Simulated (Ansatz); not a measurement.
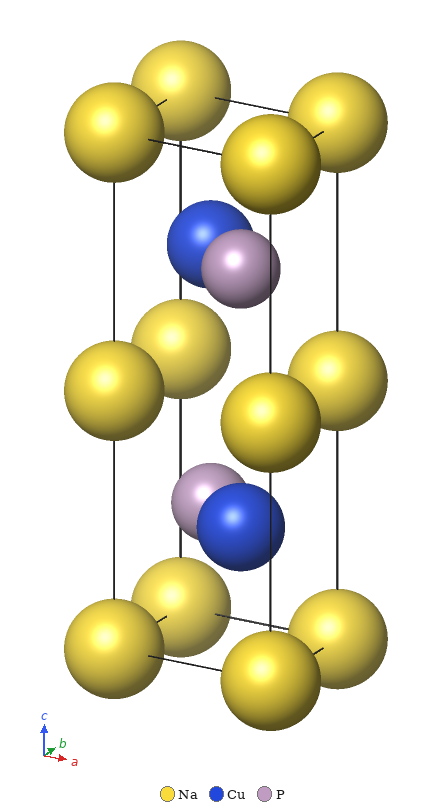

Structure drawing (spheres-only), viewed slightly off an axis. The wireframe shows the conventional unit cell.

NaCuP, ZrBeSi type, space group P6_3/mmc (No. 194), a = 3.868 Å, b = 3.868 Å, c = 8.877 Å, α = 90.00°, β = 90.00°, γ = 120.00°. The starting point was a structure type filled with these elements by a generator (whether the compound takes this form wasn't checked). Earlier steps of the study may have refined or changed the cell and positions. It was the input of a calculation with Ansatz.

This one geometry was computed with Ansatz (DFT, plane waves, PAW) at three levels of theory: PBE, r2SCAN and LDA.

**Which level gives the highest pressure at this volume, and what does that say about its equilibrium volume?**

Highest: PBE (0.0 GPa), which points to the largest equilibrium volume. Lowest, with the smallest volume: LDA (-4.7 GPa). Levels within 0.5 GPa of each other can't be told apart.

**How does the band gap change with the level of theory?**

All levels give a metal.

**Collect the results in a table.**

| level | cutoff (eV) | k-mesh of the run's cell | gap (eV) | pressure (GPa) |
| --- | --- | --- | --- | --- |
| PBE | 420 | 12×12×4 | metal | 0.0 |
| r2SCAN | 500 | 12×12×4 | metal | -1.8 |
| LDA | 420 | 12×12×4 | metal | -4.7 |

Gaps are taken on the k-mesh or band path of each run.
